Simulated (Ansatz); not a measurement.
## Geometry relaxation, with input and output: CH8O2Si2 (part 2 of 2)

Continued. System: CH8O2Si2. Method: RKS PBE0-D4/6-31G (Ansatz 0.2.0). It belongs to a series of runs on one base structure; here: start relaxed.

Geometry of the input (Å):
```
Si 0.0000  0.0000  0.0000
O  0.0000  0.0000  1.6800
C  -1.1112  -0.3437  2.4945
H  -1.8140  -0.9775  1.9143
H  -0.7584  -0.9037  3.3856
H  -1.6313  0.5809  2.8212
H  1.3768  0.0000  -0.4862
O  -0.7913  1.3709  -0.5594
Si -2.4002  1.4263  -1.0396
H  -3.2124  0.6421  -0.1138
H  -2.8620  2.8114  -1.0378
H  -2.5267  0.8736  -2.3850
H  -0.6877  -1.1914  -0.4862
```

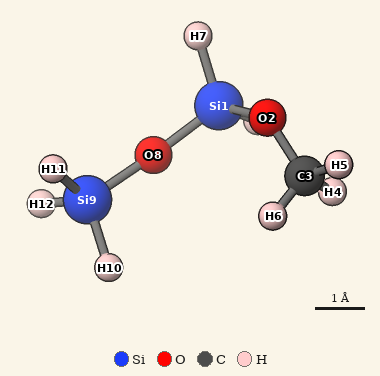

Figure 1. The geometry at step 18 of the log (ball-and-stick view, seen at a tilt; atoms are numbered from 1 in the order of the input).

Trajectory as extended XYZ, continued
```
13
Properties=species:S:1:pos:R:3:forces:R:3 step=9 energy=-21001.68915 accepted=F
Si    0.0309   -0.1720    0.0263   -0.0921  -0.1239  -0.0451
O     0.0435    0.0113    1.7361   -0.0791  -0.0160  -0.0109
C    -1.0139   -0.4278    2.6076   -0.3126  -0.1322   0.2041
H    -1.3978   -1.4407    2.3274    0.2181   0.5547   0.1589
H    -0.5942   -0.4718    3.6296   -0.2373   0.0138  -0.4385
H    -1.8624    0.2939    2.5899    0.4214  -0.3950   0.0377
H     1.3604    0.3633   -0.4127   -0.1175  -0.0387   0.0225
O    -1.2231    0.6714   -0.7108   -0.2016   0.1462  -0.0346
Si   -2.5784    1.5714   -1.2051    0.0972   0.0255   0.0408
H    -3.8274    1.1018   -0.4826    0.2069   0.0622  -0.0159
H    -2.3659    3.0526   -0.9433   -0.0212  -0.2620   0.0190
H    -2.7977    1.3755   -2.6824    0.0549  -0.0178   0.0457
H    -0.1924   -1.6399   -0.2923    0.0628   0.1833   0.0164
13
Properties=species:S:1:pos:R:3:forces:R:3 step=10 energy=-21001.71136
Si    0.0218   -0.1615    0.0258    0.0117  -0.0063   0.0084
O     0.0419   -0.0050    1.7353   -0.0022   0.0020   0.0050
C    -1.0169   -0.4246    2.6112   -0.0288  -0.0184   0.0009
H    -1.4438   -1.3927    2.3075    0.0254   0.0409   0.0244
H    -0.5939   -0.5235    3.6134   -0.0167   0.0091  -0.0383
H    -1.8196    0.3232    2.6349    0.0260  -0.0371   0.0010
H     1.3603    0.3383   -0.4055   -0.0128  -0.0032   0.0012
O    -1.1925    0.7420   -0.6938   -0.0154  -0.0201  -0.0114
Si   -2.5718    1.5665   -1.2115   -0.0029   0.0240   0.0131
H    -3.7794    1.0610   -0.4645    0.0076   0.0107  -0.0083
H    -2.4219    3.0419   -0.9567    0.0023  -0.0223  -0.0036
H    -2.7686    1.3302   -2.6831    0.0001   0.0040   0.0022
H    -0.2341   -1.6067   -0.3254    0.0056   0.0168   0.0054
13
Properties=species:S:1:pos:R:3:forces:R:3 step=11 energy=-21001.71475
Si    0.0115   -0.1679    0.0261   -0.0075  -0.0166  -0.0213
O     0.0310    0.0108    1.7329   -0.0145   0.0043   0.0216
C    -1.0108   -0.4327    2.6178   -0.0520  -0.0241   0.0152
H    -1.3912   -1.4291    2.3408    0.0393   0.0797   0.0280
H    -0.5859   -0.4830    3.6236   -0.0330   0.0075  -0.0613
H    -1.8492    0.2774    2.6185    0.0613  -0.0627   0.0042
H     1.3351    0.3662   -0.4129   -0.0200   0.0017   0.0002
O    -1.2356    0.6835   -0.7021   -0.0138   0.0097  -0.0090
Si   -2.5743    1.5742   -1.2196   -0.0070   0.0039   0.0338
H    -3.8068    1.1127   -0.4837    0.0245   0.0140  -0.0123
H    -2.3688    3.0419   -0.9511    0.0082  -0.0374  -0.0072
H    -2.7730    1.3582   -2.6938    0.0070   0.0056   0.0013
H    -0.2005   -1.6231   -0.3090    0.0074   0.0145   0.0066
13
Properties=species:S:1:pos:R:3:forces:R:3 step=12 energy=-21001.71570
Si   -0.0061   -0.1758    0.0248   -0.0382   0.0085  -0.0034
O     0.0135    0.0343    1.7288   -0.0394  -0.0153   0.0408
C    -1.0007   -0.4465    2.6282   -0.1163  -0.0506   0.0283
H    -1.3083   -1.4816    2.3898    0.0706   0.2054   0.0484
H    -0.5766   -0.4252    3.6378   -0.0741  -0.0021  -0.1345
H    -1.8912    0.2029    2.5973    0.1696  -0.1323   0.0155
H     1.2926    0.4109   -0.4279   -0.0356  -0.0216   0.0009
O    -1.2950    0.6108   -0.7070   -0.0524   0.0261  -0.0183
Si   -2.5795    1.5814   -1.2267    0.0443   0.0431   0.0174
H    -3.8477    1.1843   -0.5103    0.0809   0.0282  -0.0179
H    -2.2845    3.0374   -0.9575   -0.0276  -0.0857   0.0239
H    -2.7716    1.3992   -2.7063   -0.0005  -0.0286   0.0029
H    -0.1634   -1.6433   -0.2834    0.0187   0.0250  -0.0040
13
Properties=species:S:1:pos:R:3:forces:R:3 step=13 energy=-21001.71641
Si   -0.0104   -0.1752    0.0253   -0.0002   0.0253  -0.0581
O     0.0078    0.0420    1.7285   -0.0433  -0.0151   0.0332
C    -1.0025   -0.4461    2.6278   -0.1078  -0.0665   0.0384
H    -1.2928   -1.4858    2.3957    0.0490   0.1576   0.0342
H    -0.5863   -0.4132    3.6392   -0.0295   0.0031  -0.1073
H    -1.9022    0.1874    2.5926    0.1330  -0.0869  -0.0095
H     1.2887    0.4030   -0.4351   -0.0176  -0.0070   0.0237
O    -1.2905    0.6156   -0.7163   -0.0121  -0.0082  -0.0126
Si   -2.5725    1.5871   -1.2366   -0.0174  -0.0040   0.1432
H    -3.8307    1.1970   -0.5013    0.0323  -0.0026  -0.0401
H    -2.2870    3.0376   -0.9349    0.0045  -0.0573  -0.0801
H    -2.7776    1.3819   -2.7118    0.0161   0.0436   0.0139
H    -0.1624   -1.6425   -0.2855   -0.0071   0.0179   0.0212
13
Properties=species:S:1:pos:R:3:forces:R:3 step=14 energy=-21001.71995
Si   -0.0073   -0.1788    0.0224    0.0293  -0.0035   0.0256
O     0.0025    0.0563    1.7247    0.0011  -0.0093  -0.0314
C    -1.0115   -0.4449    2.6112   -0.0081   0.0148   0.0150
H    -1.2615   -1.4925    2.3955    0.0021  -0.0198   0.0031
H    -0.6196   -0.3759    3.6267    0.0021  -0.0018   0.0085
H    -1.9250    0.1565    2.5404   -0.0097   0.0006   0.0048
H     1.2837    0.4170   -0.4339   -0.0013  -0.0032  -0.0068
O    -1.3023    0.5817   -0.7218   -0.0071  -0.0001  -0.0088
Si   -2.5702    1.5828   -1.2142   -0.0180   0.0112  -0.0152
H    -3.8228    1.2175   -0.4638    0.0008   0.0024   0.0002
H    -2.2442    3.0270   -0.9431    0.0056  -0.0035  -0.0010
H    -2.7995    1.3926   -2.6873   -0.0023   0.0032   0.0047
H    -0.1406   -1.6506   -0.2692    0.0054   0.0089   0.0014
13
Properties=species:S:1:pos:R:3:forces:R:3 step=15 energy=-21001.72068
Si   -0.0134   -0.1778    0.0203    0.0135  -0.0042  -0.0018
O    -0.0131    0.0600    1.7209    0.0020   0.0056   0.0036
C    -1.0114   -0.4515    2.6186   -0.0008   0.0024   0.0158
H    -1.2405   -1.5068    2.4165    0.0002  -0.0079  -0.0012
H    -0.6148   -0.3636    3.6313   -0.0012   0.0001  -0.0084
H    -1.9378    0.1303    2.5478   -0.0038  -0.0026  -0.0008
H     1.2731    0.4320   -0.4312   -0.0023  -0.0001  -0.0036
O    -1.3131    0.5660   -0.7350   -0.0112   0.0020   0.0003
Si   -2.5697    1.5864   -1.2212    0.0044  -0.0015  -0.0044
H    -3.8230    1.2422   -0.4623    0.0010   0.0022   0.0011
H    -2.2178    3.0253   -0.9548    0.0012   0.0018  -0.0014
H    -2.8106    1.3970   -2.6921   -0.0032   0.0015  -0.0006
H    -0.1264   -1.6506   -0.2713    0.0004   0.0008   0.0014
13
Properties=species:S:1:pos:R:3:forces:R:3 step=16 energy=-21001.72107
Si   -0.0183   -0.1771    0.0197    0.0014   0.0006  -0.0156
O    -0.0281    0.0693    1.7185    0.0049   0.0078   0.0086
C    -1.0124   -0.4585    2.6222   -0.0050  -0.0060   0.0088
H    -1.2102   -1.5233    2.4341    0.0037   0.0125   0.0015
H    -0.6180   -0.3449    3.6335   -0.0126  -0.0037  -0.0124
H    -1.9558    0.0950    2.5429    0.0106  -0.0092   0.0032
H     1.2625    0.4458   -0.4305    0.0007  -0.0022   0.0006
O    -1.3223    0.5496   -0.7470   -0.0168   0.0046   0.0028
Si   -2.5670    1.5899   -1.2253    0.0052   0.0001  -0.0020
H    -3.8185    1.2707   -0.4526    0.0029   0.0000   0.0020
H    -2.1889    3.0242   -0.9690    0.0028   0.0004   0.0000
H    -2.8268    1.4002   -2.6928    0.0013  -0.0044   0.0005
H    -0.1146   -1.6520   -0.2660    0.0010  -0.0004   0.0020
13
Properties=species:S:1:pos:R:3:forces:R:3 step=17 energy=-21001.72128
Si   -0.0223   -0.1744    0.0192   -0.0103  -0.0069  -0.0148
O    -0.0394    0.0804    1.7169   -0.0009   0.0065   0.0163
C    -1.0136   -0.4643    2.6220   -0.0209  -0.0159  -0.0006
H    -1.1812   -1.5366    2.4442    0.0058   0.0338   0.0033
H    -0.6277   -0.3296    3.6340   -0.0084  -0.0033  -0.0156
H    -1.9722    0.0621    2.5331    0.0281  -0.0159   0.0021
H     1.2551    0.4556   -0.4309   -0.0011   0.0033   0.0008
O    -1.3312    0.5369   -0.7554    0.0030  -0.0038   0.0143
Si   -2.5655    1.5937   -1.2264    0.0097  -0.0019  -0.0055
H    -3.8128    1.2964   -0.4378    0.0060   0.0074  -0.0023
H    -2.1606    3.0237   -0.9836   -0.0072  -0.0054  -0.0014
H    -2.8418    1.3970   -2.6900   -0.0031   0.0002   0.0044
H    -0.1050   -1.6518   -0.2577   -0.0006   0.0019  -0.0010
13
Properties=species:S:1:pos:R:3:forces:R:3 step=18 energy=-21001.72143
Si   -0.0229   -0.1735    0.0204   -0.0061  -0.0018  -0.0072
O    -0.0430    0.0863    1.7179   -0.0034   0.0004   0.0074
C    -1.0145   -0.4677    2.6207   -0.0201  -0.0137  -0.0026
H    -1.1673   -1.5424    2.4453    0.0040   0.0286   0.0042
H    -0.6351   -0.3247    3.6338   -0.0053  -0.0028  -0.0102
H    -1.9793    0.0459    2.5256    0.0253  -0.0126   0.0023
H     1.2516    0.4621   -0.4300   -0.0006   0.0003  -0.0001
O    -1.3347    0.5302   -0.7568   -0.0054   0.0038   0.0073
Si   -2.5635    1.5943   -1.2267   -0.0030   0.0104   0.0002
H    -3.8085    1.3144   -0.4280    0.0086  -0.0008  -0.0027
H    -2.1487    3.0236   -0.9950    0.0016  -0.0106  -0.0031
H    -2.8525    1.3923   -2.6872    0.0026  -0.0049   0.0052
H    -0.1000   -1.6519   -0.2524    0.0018   0.0039  -0.0007
13
Properties=species:S:1:pos:R:3:forces:R:3 step=19 energy=-21001.72163
Si   -0.0243   -0.1695    0.0234    0.0024   0.0096  -0.0053
O    -0.0468    0.0937    1.7212   -0.0065  -0.0112  -0.0115
C    -1.0164   -0.4736    2.6184   -0.0052   0.0005  -0.0025
H    -1.1526   -1.5497    2.4424    0.0005   0.0038   0.0024
H    -0.6458   -0.3248    3.6334    0.0003  -0.0016   0.0036
H    -1.9873    0.0257    2.5167    0.0063  -0.0014   0.0013
H     1.2460    0.4737   -0.4289    0.0010  -0.0010   0.0033
O    -1.3403    0.5252   -0.7548   -0.0026   0.0030   0.0084
Si   -2.5620    1.5972   -1.2264   -0.0047  -0.0018   0.0008
H    -3.8008    1.3397   -0.4104    0.0105   0.0083  -0.0052
H    -2.1274    3.0247   -1.0193   -0.0053  -0.0148  -0.0051
H    -2.8684    1.3752   -2.6805    0.0017   0.0028   0.0068
H    -0.0923   -1.6486   -0.2476    0.0016   0.0037   0.0029
13
Properties=species:S:1:pos:R:3:forces:R:3 step=20 energy=-21001.72177
Si   -0.0242   -0.1619    0.0262    0.0031  -0.0062   0.0230
O    -0.0521    0.0989    1.7250   -0.0138  -0.0131  -0.0152
C    -1.0193   -0.4831    2.6164    0.0167   0.0190  -0.0079
H    -1.1396   -1.5600    2.4384   -0.0021  -0.0176  -0.0043
H    -0.6565   -0.3309    3.6334    0.0077   0.0012   0.0133
H    -1.9955    0.0032    2.5103   -0.0121   0.0065  -0.0023
H     1.2423    0.4908   -0.4233   -0.0054   0.0042   0.0005
O    -1.3469    0.5201   -0.7522   -0.0001   0.0022   0.0067
Si   -2.5622    1.5981   -1.2275    0.0002   0.0285  -0.0021
H    -3.7911    1.3799   -0.3842    0.0210  -0.0007  -0.0217
H    -2.1037    3.0240   -1.0595   -0.0083  -0.0231  -0.0032
H    -2.8904    1.3515   -2.6733   -0.0083  -0.0038   0.0203
H    -0.0792   -1.6418   -0.2420    0.0014   0.0029  -0.0071
13
Properties=species:S:1:pos:R:3:forces:R:3 step=21 energy=-21001.72199
Si   -0.0239   -0.1563    0.0292    0.0114  -0.0013   0.0291
O    -0.0567    0.0991    1.7289   -0.0212  -0.0176  -0.0131
C    -1.0220   -0.4917    2.6170    0.0286   0.0225  -0.0121
H    -1.1344   -1.5688    2.4359   -0.0041  -0.0207  -0.0046
H    -0.6622   -0.3397    3.6351    0.0077   0.0019   0.0123
H    -2.0011   -0.0116    2.5101   -0.0161   0.0077  -0.0034
H     1.2384    0.5086   -0.4150   -0.0054   0.0017   0.0000
O    -1.3500    0.5188   -0.7497   -0.0011   0.0097   0.0029
Si   -2.5590    1.6018   -1.2301   -0.0397   0.0160  -0.0047
H    -3.7809    1.4125   -0.3682    0.0380   0.0071  -0.0171
H    -2.0834    3.0269   -1.0966   -0.0107  -0.0417  -0.0104
H    -2.9168    1.3248   -2.6642    0.0133   0.0113   0.0277
H    -0.0666   -1.6354   -0.2450   -0.0008   0.0032  -0.0065
13
Properties=species:S:1:pos:R:3:forces:R:3 step=22 energy=-21001.72228
Si   -0.0237   -0.1526    0.0318    0.0115   0.0131   0.0064
O    -0.0599    0.0960    1.7319   -0.0193  -0.0205  -0.0099
C    -1.0242   -0.4974    2.6193    0.0229   0.0123  -0.0115
H    -1.1373   -1.5743    2.4343   -0.0035  -0.0062   0.0010
H    -0.6622   -0.3490    3.6375    0.0001  -0.0010   0.0025
H    -2.0034   -0.0163    2.5152   -0.0053   0.0026  -0.0002
H     1.2343    0.5237   -0.4078   -0.0009  -0.0044   0.0042
O    -1.3514    0.5194   -0.7471   -0.0084   0.0075   0.0035
Si   -2.5587    1.6022   -1.2322   -0.0278   0.0193  -0.0112
H    -3.7719    1.4331   -0.3538    0.0358   0.0092  -0.0251
H    -2.0720    3.0260   -1.1272   -0.0146  -0.0421  -0.0038
H    -2.9303    1.3079   -2.6600    0.0086   0.0068   0.0388
H    -0.0577   -1.6297   -0.2543    0.0008   0.0034   0.0051
13
Properties=species:S:1:pos:R:3:forces:R:3 step=23 energy=-21001.72260
Si   -0.0214   -0.1460    0.0342   -0.0010   0.0011  -0.0072
O    -0.0628    0.0898    1.7350   -0.0108  -0.0084   0.0041
C    -1.0268   -0.5046    2.6212    0.0068   0.0001  -0.0093
H    -1.1465   -1.5802    2.4297    0.0011   0.0141   0.0038
H    -0.6605   -0.3644    3.6395   -0.0071  -0.0039  -0.0093
H    -2.0042   -0.0175    2.5230    0.0103  -0.0056   0.0027
H     1.2344    0.5397   -0.3972   -0.0028  -0.0042   0.0043
O    -1.3511    0.5236   -0.7437   -0.0005   0.0063   0.0043
Si   -2.5587    1.6029   -1.2357   -0.0219   0.0201  -0.0087
H    -3.7608    1.4585   -0.3387    0.0275   0.0055  -0.0249
H    -2.0632    3.0255   -1.1635   -0.0129  -0.0378  -0.0059
H    -2.9489    1.2830   -2.6530    0.0085   0.0079   0.0408
H    -0.0478   -1.6212   -0.2631    0.0029   0.0048   0.0052
13
Properties=species:S:1:pos:R:3:forces:R:3 step=24 energy=-21001.72287
Si   -0.0192   -0.1376    0.0382   -0.0021  -0.0050  -0.0188
O    -0.0660    0.0839    1.7398    0.0023   0.0060   0.0141
C    -1.0297   -0.5143    2.6223   -0.0103  -0.0110  -0.0025
H    -1.1549   -1.5878    2.4215    0.0032   0.0170   0.0040
H    -0.6609   -0.3852    3.6411   -0.0065  -0.0033  -0.0102
H    -2.0054   -0.0222    2.5306    0.0125  -0.0067   0.0026
H     1.2340    0.5592   -0.3832   -0.0048  -0.0028   0.0012
O    -1.3513    0.5297   -0.7376    0.0058   0.0040   0.0107
Si   -2.5588    1.6051   -1.2376   -0.0152   0.0181  -0.0325
H    -3.7484    1.4930   -0.3200    0.0285   0.0114  -0.0168
H    -2.0496    3.0248   -1.2170   -0.0183  -0.0400   0.0088
H    -2.9740    1.2507   -2.6393    0.0058   0.0054   0.0359
H    -0.0340   -1.6105   -0.2712   -0.0009   0.0070   0.0034
13
Properties=species:S:1:pos:R:3:forces:R:3 step=25 energy=-21001.72303
Si   -0.0167   -0.1283    0.0428   -0.0045  -0.0099  -0.0172
O    -0.0703    0.0818    1.7452    0.0160   0.0159   0.0108
C    -1.0333   -0.5246    2.6218   -0.0186  -0.0157   0.0053
H    -1.1582   -1.5961    2.4118    0.0025   0.0079   0.0008
H    -0.6654   -0.4048    3.6420   -0.0010  -0.0005  -0.0056
H    -2.0089   -0.0322    2.5345    0.0046  -0.0029  -0.0002
H     1.2334    0.5791   -0.3702   -0.0056  -0.0022   0.0005
O    -1.3511    0.5348   -0.7326    0.0063   0.0028  -0.0002
Si   -2.5579    1.6059   -1.2428   -0.0223   0.0404  -0.0007
H    -3.7292    1.5368   -0.2968    0.0287  -0.0033  -0.0331
H    -2.0368    3.0221   -1.2667   -0.0162  -0.0545  -0.0097
H    -3.0032    1.2137   -2.6257    0.0111   0.0145   0.0471
H    -0.0209   -1.5995   -0.2755   -0.0009   0.0075   0.0019
13
Properties=species:S:1:pos:R:3:forces:R:3 step=26 energy=-21001.72324
Si   -0.0163   -0.1261    0.0442   -0.0057  -0.0088  -0.0081
O    -0.0709    0.0835    1.7471    0.0141   0.0121   0.0046
C    -1.0338   -0.5271    2.6212   -0.0115  -0.0105   0.0046
H    -1.1546   -1.5986    2.4097    0.0012   0.0024  -0.0006
H    -0.6683   -0.4073    3.6422    0.0003   0.0002  -0.0030
H    -2.0107   -0.0379    2.5326    0.0005  -0.0010  -0.0009
H     1.2332    0.5820   -0.3689   -0.0036  -0.0020   0.0016
O    -1.3508    0.5363   -0.7310    0.0036   0.0072  -0.0003
Si   -2.5571    1.6076   -1.2422   -0.0276   0.0212  -0.0113
H    -3.7263    1.5444   -0.2936    0.0300   0.0046  -0.0225
H    -2.0322    3.0212   -1.2799   -0.0147  -0.0418  -0.0008
H    -3.0101    1.2080   -2.6199    0.0124   0.0114   0.0354
H    -0.0205   -1.5972   -0.2738    0.0013   0.0049   0.0013
13
Properties=species:S:1:pos:R:3:forces:R:3 step=27 energy=-21001.72352
Si   -0.0162   -0.1209    0.0476   -0.0029  -0.0007   0.0038
O    -0.0731    0.0878    1.7513    0.0036   0.0001  -0.0037
C    -1.0353   -0.5334    2.6197    0.0009  -0.0006   0.0027
H    -1.1462   -1.6050    2.4045   -0.0003  -0.0018  -0.0009
H    -0.6750   -0.4136    3.6425    0.0001   0.0001  -0.0010
H    -2.0156   -0.0518    2.5283   -0.0024   0.0003  -0.0010
H     1.2318    0.5899   -0.3644    0.0000   0.0007   0.0011
O    -1.3514    0.5392   -0.7281    0.0018   0.0023   0.0015
Si   -2.5571    1.6095   -1.2423   -0.0085   0.0082  -0.0171
H    -3.7155    1.5687   -0.2813    0.0149   0.0043  -0.0106
H    -2.0231    3.0166   -1.3112   -0.0067  -0.0104   0.0085
H    -3.0251    1.1936   -2.6086   -0.0008  -0.0020   0.0161
H    -0.0167   -1.5917   -0.2704    0.0003  -0.0005   0.0005
```

Summary

| quantity | value |
| --- | --- |
| outcome | converged |
| total energy | −21001.7235 eV |
| mean-field energy | −21001.5006 eV |
| largest force (length of the vector) at the end | 0.021 eV/Å |
| hardware | 1 thread of Arm Neoverse V1, 24 GiB of memory available, shared host |
| wall time | 2.3 min |
| peak memory | 0.16 GiB |
